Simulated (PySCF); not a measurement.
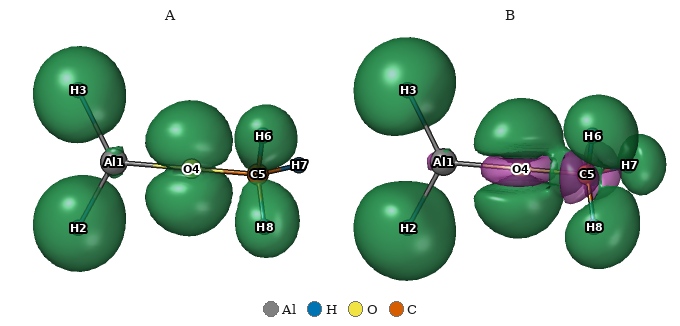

AlH2(OMe) (CH5AlO). The Fukui function f⁻ from two separate SCF calculations and the density of the HOMO, at ±0.015 e/Å³ (green positive, purple negative).

Computed with PySCF, r2SCAN/def2-SVPD, geometry: GFN2-xTB. No frequency check shows the geometry to be a minimum.

Which panel is which, and how good is the frozen-orbital picture?

Answer. B is f⁻ (it has negative regions), A the HOMO density. The HOMO lies on O4 (41 %), Al1 (16 %) and H2 and H3 (14 % each); f⁻ (Hirshfeld-condensed) is largest on Al1 (0.24), O4 (0.17) and H2 and H3 (0.16 each); the vertical ionisation energy is 9.57 eV. Relaxation shifts 24 % of the electron between atoms. The orbital energy is −6.54 eV.

Run time: 8.7 min on 1 thread of Arm Neoverse V1, with other jobs on the host, peak memory 0.68 GiB.
